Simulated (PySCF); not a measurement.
C$_{5}$H$_{10}$Si

```tsv
atom	x (Å)	y (Å)	z (Å)
C	2.0560	-0.8841	0.3938
C	2.2054	0.5258	-0.0682
C	0.8971	0.0669	0.5132
Si	-0.5897	-0.1438	-0.6073
C	-2.2736	-0.5092	0.1495
C	-2.1075	0.9375	-0.3451
H	2.0070	-1.6624	-0.3534
H	2.5668	-1.1884	1.2955
H	2.2567	0.7100	-1.1310
H	2.8202	1.1958	0.5146
H	0.6868	0.4181	1.5167
H	-0.3067	-0.6351	-1.9491
H	-2.9926	-1.1058	-0.3922
H	-2.3872	-0.6318	1.2173
H	-2.1200	1.7008	0.4197
H	-2.7264	1.2147	-1.1855
```

Geometry: GFN2-xTB.

Method: PySCF 2.14.0, CAM-B3LYP/def2-SVPD, SCF density, gas phase.

### What will maps of the electron density and electron localisation function show?

C–C (1.50 Å): the density is about 1.6 e/Å³ at the midpoint; the ELF peaks at about 0.90 between the atoms, as expected for localised, covalent bonding.
C–Si (1.87 Å): ρ at the midpoint is about 0.96 e/Å³; the ELF peaks at about 0.95 between the atoms: a shared electron pair.
C–H (1.08 Å): the density is about 1.9 e/Å³ at the midpoint; the ELF climbs to about 1 towards the hydrogen, as it does in any bond to H (an ordinary covalent bond to hydrogen).

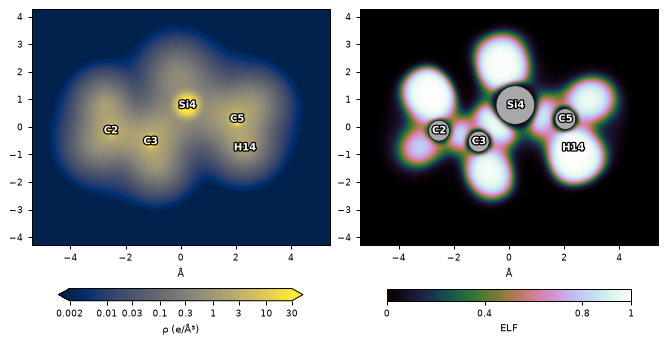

Computed electron density and electron localisation function on the plane of atoms C3, Si4 and C5, in this order. Grey discs cover the atomic cores in the ELF map. 
